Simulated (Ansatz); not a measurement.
# WC (P-6m2): single point from an input typed as a dict

Aim: a single point from an input typed as a dict, for WC (P-6m2), run from a script.

Computed with the Python package of Ansatz 0.2.0. Level of theory: DFT LDA, plane waves, PAW.

### Step 1. The system

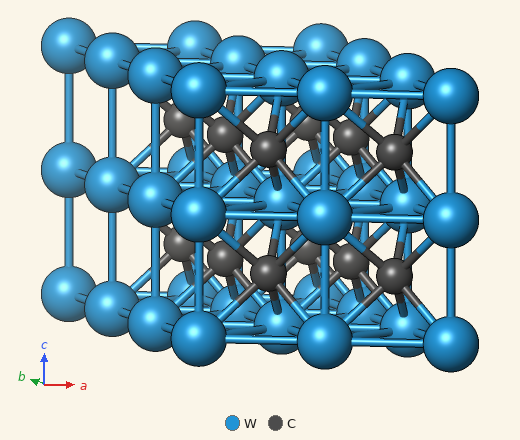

The starting structure, viewed slightly off an axis; tungsten blue, carbon dark grey. 2×3×2 cells are drawn. Atoms on cell faces are repeated.

No structure file is read: the coordinates are typed or built in the script.

### Step 2. The script

Contents of wc.py:

```python
'''WC from an input typed as a mapping.'''

import ansatz as az
import numpy as np


def main() -> None:
    settings = {
        'crystal': {
            'lattice': [[2.9065, 0.0, 0.0], [-1.45325, 2.517103, 0.0], [0.0, 0.0, 2.8366]],
            'atoms': [
                {'symbol': 'W', 'position': [0.0, 0.0, 0.0]},
                {'symbol': 'C', 'position': [0.666667, 0.333333, 0.5]},
            ],
        },
        'kpoints': {'mp_grid': {'grid': [9, 9, 8]}},
        'hamiltonian': {'xc': 'lda'},
        'scf': {'occupations': {'method': 'fermi_dirac', 'width': 0.1}},
        'output': {'forces': True, 'stress': True, 'eigenvalues': True},
    }

    outcome = az.Session.from_dict(settings).plan(threads=1).execute()
    summary = outcome.report

    print(f'free energy      {summary["free_energy_ev"]:.5f} eV')
    print(f'per atom         {summary["free_energy_ev"] / len(outcome.lattice.sites):.5f} eV')
    print(f'SCF iterations   {summary["n_iterations"]}  (converged: {summary["converged"]})')

    # the stress is positive in compression
    print('pressure by term (GPa)')
    for term, tensor in summary['stress_terms_gpa'].items():
        if np.any(tensor):
            print(f'  {term:28s} {np.trace(np.array(tensor)) / 3:12.3f}')
    print(f'  {"total":28s} {np.trace(np.array(summary["stress_gpa"])) / 3:12.3f}')

    edges = summary.get('band_edges_ev')
    if edges:
        print(f'band edges on the mesh: {edges[0]:.3f} and {edges[1]:.3f} eV, gap {edges[1] - edges[0]:.3f} eV')
    else:
        print('no band edges reported (a metal, or a gap too narrow for this smearing); Fermi level', round(summary['fermi_energy_ev'], 3), 'eV')


if __name__ == '__main__':
    main()
```

### Step 3. Running it

The run is started by

```
$ python wc.py
```

Output:

```text
DeckWarning: the atoms were moved onto the symmetric positions of the space group found under crystal.symmetry.tolerance 1.0e-5 (fractional; no operation is sought that the atoms, as they stand in a round, miss by more than twice it, and no atom is moved by as much as it), and the run uses the moved positions. Before a round's move an operation carried an atom to 1.45e-6 Å from where it should [...]
DeckWarning: basis.ecutwfc = 420 eV, auto-derived from the records' recommended cutoffs: set by W (normal level)
free energy      -10373.33029 eV
per atom         -5186.66514 eV
SCF iterations   6  (converged: True)
pressure by term (GPa)
  kinetic                          2790.639
  hartree                           606.976
  ewald                           -4622.627
  local_pseudopotential            1915.574
  nonlocal_pseudopotential         -278.498
  augmentation                      217.654
  nlcc                             -748.468
  xc                                108.618
  augmentation_tail                   0.001
  scf_correction                     -0.006
  pulay_correction                    0.345
  total                              -9.792
no band edges reported (a metal, or a gap too narrow for this smearing); Fermi level 20.282 eV
```

(Warnings from the package without file and line, shortened, repeats left out.)

Run time: 1.7 s. Hardware: 1 thread of Arm Neoverse V2, shared host; peak memory 0.34 GiB.

Lines on the test bed's own set-up are left out of the output.

### Step 4. What the engine kept of the run

The report of the run holds:

| item | value |
| --- | --- |
| SCF cycles in all | 6 |
| k-points solved | 60 |
| plane waves | 405 |
| bands | 13 |
| valence electrons | 18 |
| free energy (eV) | -10373.33029 |
| Fermi level (eV) | 20.282 |
| lowest empty less highest filled level on the mesh, by band count (eV) | -1.209 |
| pressure (GPa; positive when compressed) | -9.79 |

### Step 5. The same input on the command line

Run from a file, the same calculation prints its log.

Contents of input.yaml:

```yaml
crystal:
  lattice:
    - [2.9065, 0.0, 0.0]
    - [-1.45325, 2.517103, 0.0]
    - [0.0, 0.0, 2.8366]
  atoms:
    - { symbol: W, position: [0.0, 0.0, 0.0] }
    - { symbol: C, position: [0.666667, 0.333333, 0.5] }
kpoints:
  mp_grid: { grid: [9, 9, 8] }
hamiltonian:
  xc: lda
scf:
  occupations: { method: fermi_dirac, width: 0.1 }
output:
  forces: true
  stress: true
  eigenvalues: true
```

The run is started by

```
$ ansatz run input.yaml --threads 1 --pin off --max-ram 3072MiB --backend cpu --events-out ev --progress --plain --runs-dir out
```

Output, cut to the lines that bear on the results:

```text
Warning: the atoms were moved onto the symmetric positions of the space group found under crystal.symmetry.tolerance 1.0e-5 (fractional; no operation is sought that the atoms, as they stand in a round, miss by more than twice it, and no atom is moved by as much as it), and the run uses [...]
Warning: RAYON_NUM_THREADS=1 ignored (pool sized by the plan → 1); use --threads N
[...]
Pseudopotentials: kind: paw
Pseudopotential: W, paw, valence charge 14, recommended cutoff 420 eV (normal), W.paw.azcp
Pseudopotential: C, paw, valence charge 4, recommended cutoff 420 eV (normal), C.paw.azcp
Functional definition: SPW92
[...]
Crystal: 2 atoms, lattice volume = 20.752 Å³
Basis set: ecut = 420 eV, 405 PW (Γ)
Bands: 13, of which v1, the nominal top of the filled ones, is band 9 counted from 1 (8 counted from 0)
Symmetry: 12 space group operations
Space group: P-6m2 (ITA 187), of the structure as read, at distance tolerance 2.7e-5 Å
k-points: 60 of 648 (time reversal used)
[...]
SCF iter   1: F=—  HF=-10373.334737 eV  |F-HF|=—  |Δ(HF+E_count)|=         —  Δρ=1.15e-2  dr2=2.55e-2  ethr=1.77e-3  ⟨swp⟩=5.2  Hψ=3824  notcnv=0
[...]
SCF iter   6: F=-10373.330285 eV  HF=-10373.330285 eV  |F-HF|=3.41e-9  |Δ(HF+E_count)|=   1.01e-7  Δρ=5.23e-6  dr2=5.24e-9  ethr=5.56e-10  ⟨swp⟩=6.0  Hψ=3771  notcnv=0
[...]
SCF converged after 6 iterations
Free energy (F): -10373.330285 eV
[...]
E sigma→0 (E₀):  -10373.325027 eV
Entropy (-TS):   -0.010517 eV (-5.258 meV/atom)
Fermi energy:    20.282154 eV
[...]
--- Forces (eV/Å), atoms counted from 1 ---
  atom   1  W      0.00000000     0.00000000     0.00000000
  atom   2  C      0.00000000    -0.00000000     0.00000000
[...]
--- Stress (GPa, compression-positive) ---
       -8.849696      -0.000000      -0.000000
        0.000000      -8.849696      -0.000000
       -0.000000      -0.000000     -11.675878
  P = ⅓ Tr σ = -9.7918 GPa (-97.918 kbar)
--- Band table (eV; the first three rows and the last of 60) ---
  k-point 0: bands = ["-53.6524", "-17.6681", "-17.5515", "-17.5515", "5.9443", "15.9318", "16.9091", "16.9091", "20.3515", "23.4258", "23.4258", "25.8329", "25.8329"]
[...]
```

Wall time 1.4 s (1 thread of Arm Neoverse V2, shared host); peak memory 0.27 GiB.

Script and command line differ by 0.000 meV in the energy.

### Step 6. Results

| quantity | value |
| --- | --- |
| free energy | -10373.3303 eV (-5186.6651 eV/atom) |
| gap on the mesh | none |
| pressure | -9.79 GPa |
| largest force | 0.000 eV/Å |

In words: Filled and empty levels meet on the mesh: no gap at this level. The pressure of -9.8 GPa means that the cell would shrink if relaxed at this level. All forces vanish by symmetry. Notes:
- The run is spin-unpolarised.
- For a metal this k-point mesh is coarse: on a finer one energies can move by several to tens of meV an atom and pressures by half a GPa or more, differences at one mesh by less.
- The zero of the levels is a convention of the potentials, so an absolute Fermi energy is no work function.
- Pressure is positive in compression.
- At these settings the cell as given stands under about -10 GPa, so it isn't at this functional's equilibrium volume.
- Gaps and levels are Kohn-Sham values on a finite set of k-points, without spin-orbit coupling.
